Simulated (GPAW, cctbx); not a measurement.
# How far are the atoms of BeCd3 from free atoms?

Aim: compute the bonding part of the density of BeCd3, find which reflections carry it, and see how it biases an ordinary refinement.

The cell comes from substitution in a known structure type and wasn't matched to any measured phase. All numbers below are calculated.

## 1. Relax the structure

The density hangs on the geometry, so cell and atoms are relaxed first, with the symmetry held. The cutoff is set higher than for the density because stress converges slowly with plane waves.

Settings: GPAW 26.7.0, PBE, 570 eV, 5×5×5 k-points, Fermi–Dirac width 0.1 eV, BFGS to 0.03 eV/Å.

```text
cell
1.0
     4.232000000    0.000000000    0.000000000
     0.000000000    4.232000000    0.000000000
    -2.116000000   -2.116000000    4.561000000
Cd Be
3 1
Direct
0.500000000 0.500000000 0.000000000
0.750000000 0.250000000 0.500000000
0.250000000 0.750000000 0.500000000
0.000000000 0.000000000 0.000000000
```

```console
$ OMP_NUM_THREADS=1 mpirun -n 4 gpaw python run.py > gpaw.log
```

```text
BFGS:    0       -5.021632        0.654578
BFGS:    1       -5.030597        0.626119
BFGS:    2       -5.101074        0.118984
BFGS:    3       -5.101641        0.114793
...
BFGS:    6       -5.158587        0.121304
BFGS:    7       -5.164996        0.034507
BFGS:    8       -5.165308        0.002721
cell  4.3337 4.3337 5.0711  115.30 115.30 90.00
volume 75.883 A^3, largest force 0.000 eV/A, largest stress 0.02 GPa
```

After 8 steps the volume has changed by -7.1 % and the energy by -0.144 eV; the largest stress left is 0.02 GPa. It took 49 s on 4 cores of Arm Neoverse V2 (shared host), peak memory 0.89 GiB.

Relaxed structure: I4/mmm (no. 139), a = 4.3337 Å, b = 4.3337 Å, c = 8.0810 Å, α = 90.00°, β = 90.00°, γ = 90.00°.

| atom | mult. | x | y | z |
| --- | --- | --- | --- | --- |
| Cd1 | 2 | 1/2 | 1/2 | 0 |
| Cd2 | 4 | 1/2 | 0 | 1/4 |
| Be1 | 2 | 0 | 0 | 0 |

## 2. Density and charge transfer

X-rays see the whole electron density, so the PAW density is rebuilt with its core regions. Subtracting spherical free atoms from the same code cancels the cores and leaves the deformation density Δρ, the part due to bonding.

Settings: PBE, 450 eV, 6×6×6 k-points, Fermi–Dirac width 0.1 eV; primitive cell of 4 atoms.

```console
$ OMP_NUM_THREADS=1 mpirun -n 4 gpaw python run.py > gpaw.log
```

```text
|iter:   1|       0s |   -5.447709 | -0.54 |       |
|iter:   2|       1s |   -5.340954 | -2.46 | -1.30 |
|iter:   3|       1s |   -5.010262 | -1.72 | -1.35 |
...
|iter:   6|       3s |   -5.007831c| -5.95 | -3.69 |
|iter:   7|       3s |   -5.007833c| -7.15 | -4.03c|
|iter:   8|       4s |   -5.007833c| -7.82c| -4.42c|
```

```text
gpts.py:43: UserWarning: Initial realspace grid (24,24,25) inconsistent with symmetries.
gpts.py:43: UserWarning: Initial realspace grid (24,24,25) inconsistent with symmetries.
gpts.py:43: UserWarning: Initial realspace grid (24,24,25) inconsistent with symmetries.
gpts.py:43: UserWarning: Initial realspace grid (24,24,25) inconsistent with symmetries.
gpts.py:70: UserWarning: Using symmetrized grid: (25,25,25).
gpts.py:70: UserWarning: Using symmetrized grid: (25,25,25).
gpts.py:70: UserWarning: Using symmetrized grid: (25,25,25).
gpts.py:70: UserWarning: Using symmetrized grid: (25,25,25).
grid (50, 50, 50)  electrons 148.000  moved by bonding 0.658 e
deformation density beyond 0.5 A of the nuclei: max 0.027, min -0.061 e/A^3
atom        x       y       z   Voronoi charge  moment
Cd1    0.5000  0.5000  0.0000      0.062       0.00
Cd2    0.7500  0.2500  0.5000      0.063       0.00
Cd3    0.2500  0.7500  0.5000      0.063       0.00
Be4    0.0000  0.0000  0.0000     -0.188       0.00
mean inner potential of superposed free atoms 18.764 V
total magnetic moment 0.000 muB
```

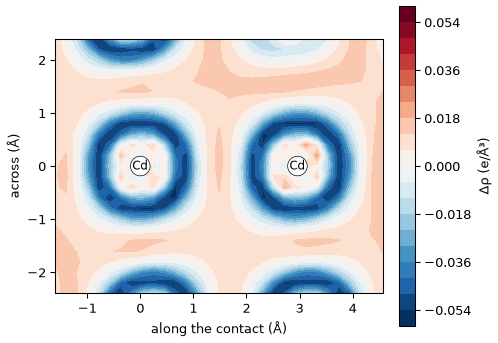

Deformation density in a plane through the shortest contact of the Cd atom at the origin; red gains electrons, blue loses them.

Be gains most (-0.19 e) and Cd loses most (+0.06 e), in averages over each element's sites, which isn't the order of electronegativity: valence and coordination count too, and Voronoi cells cut space at the midplane whatever the atoms' sizes. Along the shortest contact from the Cd atom at the map's origin, Cd–Cd at 2.96 Å, Δρ is +0.01 e/Å³ at the midpoint: little piles up between the atoms. At the midpoints of other shortest contacts it is +0.01 (Cd–Be, 2.96 Å) e/Å³. Point values carry grid noise of about 0.01 e/Å³. The run needed 8 iterations, 8.2 s.

## 3. Structure factors

The Fourier components of Δρ, added to those of the free atoms, give the static X-ray structure factors; the Mott–Bethe relation turns them into the Fourier components V of the potential that fast electrons feel.

```text
static structure factors of the conventional cell: F in electrons, V (Mott-Bethe) in volts
   h  k  l      d  |F| table  |F| free   |F| DFT   change   |V| free  |V| DFT  change %
   0  0  2  4.0405    81.417    81.429    81.133   -0.296     3.240    3.386      4.5
   1  0  1  3.8192    80.757    80.756    80.472   -0.285     3.191    3.316      3.9
   1  1  0  3.0644    77.601    77.542    77.321   -0.221     2.966    3.029      2.1
   1  1  2  2.4416   235.937   235.672   235.064   -0.608    10.861   10.971      1.0
   1  0  3  2.2878    71.745    71.624    71.536   -0.088     2.588    2.602      0.5
   2  0  0  2.1669   226.494   226.159   225.580   -0.579     9.903    9.986      0.8
   0  0  4  2.0202   220.556   220.205   219.826   -0.380     9.343    9.389      0.5
   2  0  2  1.9096    67.089    66.975    66.983    0.008     2.315    2.315     -0.0
   2  1  1  1.8846    66.721    66.610    66.621    0.012     2.295    2.293     -0.1
   1  1  4  1.6867    63.477    63.389    63.442    0.053     2.115    2.110     -0.2
   2  1  3  1.5732    61.331    61.263    61.339    0.076     1.998    1.993     -0.3
   2  2  0  1.5322   194.631   194.393   194.643    0.251     7.204    7.186     -0.2
   1  0  5  1.5143    60.128    60.072    60.129    0.057     1.934    1.930     -0.2
   2  0  4  1.4776   190.999   190.795   191.097    0.303     6.937    6.917     -0.3
```

The largest X-ray change is -0.61 e on 112, 0.3 % of |F|. For electrons V goes as (Z − F)/g², so a change of F counts against Z − F, which is small at low angle and wherever the atoms' terms cancel: |V| of 002 moves by +4.5 % (3.24 to 3.39 V) against -0.4 % in |F|. The last three rows still change by up to 0.30 e; the table stops while the angles are still low. The tabulated Hartree–Fock atoms differ from the free DFT atoms by up to 0.35 e, so the choice of reference atom matters too.

## 4. Which functional?

The same geometry is run with other functionals, to see whether the bonding signal is larger than the spread between approximations. Free atoms are LDA for LDA and PBE otherwise. Any other changed setting is in the row's label.

| run | ΔF 112 (e) | ΔF 200 (e) | ΔF 004 (e) | q(Be) (e) | moved (e) | time |
| --- | --- | --- | --- | --- | --- | --- |
| PBE | -0.608 | -0.579 | -0.380 | -0.188 | 0.658 | 8.2 s |
| LDA | -0.612 | -0.600 | -0.419 | -0.161 | 0.632 | 7.9 s |
| revPBE | -0.593 | -0.555 | -0.349 | -0.197 | 0.677 | 8.2 s |

At the base's settings ΔF(112) spans -0.612 to -0.593 e, a spread of 3 % of the PBE value; over the three listed reflections the spread is at most 18 %, so sign and size hold across the functionals. Times are from shared hosts.

## 5. Refining ordinary atoms against data with bonding

Routine crystallography fits spherical atoms. To see the bias, intensities are simulated from tabulated atoms plus the DFT change ΔF, so that bonding alone can misfit (4980 reflections of the full sphere, merged to the counts below, to 0.4 Å, 0.5 % proportional noise plus counting noise, assumed isotropic U as listed, Δρ smeared by the mean U) and refined with cctbx over different ranges.

| range | data | R1 | GooF | U Cd1 (true 0.0061) | U Cd2 (true 0.0061) | U Be1 (true 0.0122) | largest shift (Å) | Δρ max, min (e/Å³) |
| --- | --- | --- | --- | --- | --- | --- | --- | --- |
| all data | 403 | 0.0033 | 0.98 | 0.0061 | 0.0061 | 0.0125 | 0.0000 | 0.24, -0.30 |
| low resolution, d > 0.84 | 55 | 0.0021 | 1.06 | 0.0061 | 0.0060 | 0.0127 | 0.0000 | 0.08, -0.15 |
| high order, d < 0.75 | 328 | 0.0038 | 0.95 | 0.0061 | 0.0061 | 0.0126 | 0.0000 | 0.30, -0.20 |
| occupancies free, d > 0.7 | 88 | 0.0025 | 1.14 | 0.0061 | 0.0061 | 0.0130 | 0.0000 | 0.11, -0.18 |

With all data GooF is 0.98, so at this noise the bonding hardly shows; the top residual peak, near noise level, lies 1.79 Å from Cd and 2.18 Å from Cd. No U is off by more than 3 s.u. at low resolution. Symmetry fixes every coordinate, so the shifts are zero by construction. With Cd1 held at 1 and the scale free, the other occupancies refine to Cd2 1.001(0.001) and Be1 1.014(0.018), within three s.u. of full.

## 6. Answer

Bonding moves 0.66 e in the primitive cell of BeCd3 and changes the structure factors of the conventional cell in the table above by at most 0.61 e (112, 0.3 %), and among reflections above 2 % of the strongest by up to 0.4 % (002). The shortest bond, Cd–Cd, has Δρ = +0.01 e/Å³ at its midpoint. At the base's settings ΔF(112) spans -0.612 to -0.593 e, a spread of 3 % of the PBE value; over the three listed reflections the spread is at most 18 %, so sign and size hold across the functionals. With all data GooF is 0.98, so at this noise the bonding hardly shows. Limits: static density, frozen cores, no spin–orbit coupling.

[Outputs are excerpts: Python notices, other lines and further rows are left out; steps that failed or that the build refused (PBEsol, TPSS) are not shown.]

[Logs are printed without paths, hosts, clocks, repeated set-up lines and the standing remarks that a program may print on its own settings, such as how far it seeks lower states.]
